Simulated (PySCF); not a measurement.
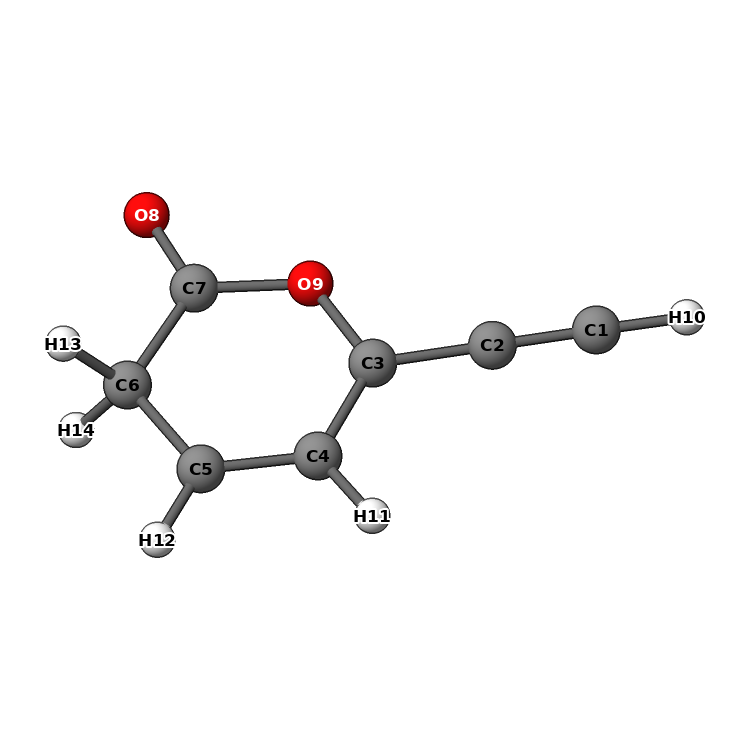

The questions are on Mulliken spin populations. State: neutral, doublet. Computed geometry: GFN2-xTB optimisation. No frequency run is at hand to confirm it as a minimum. Method: UKS B3LYP, pcH-1 on C H O, non-relativistic (PySCF 2.14.0).

Give the Mulliken spin populations atom by atom.

| atom | value (e) |
| --- | --- |
| C1 | 0.36 |
| C2 | −0.18 |
| C3 | 0.51 |
| C4 | −0.21 |
| C5 | 0.49 |
| C6 | −0.04 |
| C7 | 0.01 |
| O8 | 0.02 |
| O9 | 0.03 |
| H10 | −0.02 |
| H11 | 0.01 |
| H12 | −0.02 |
| H13 | 0.03 |
| H14 | 0.03 |

Mulliken values depend strongly on the basis set.
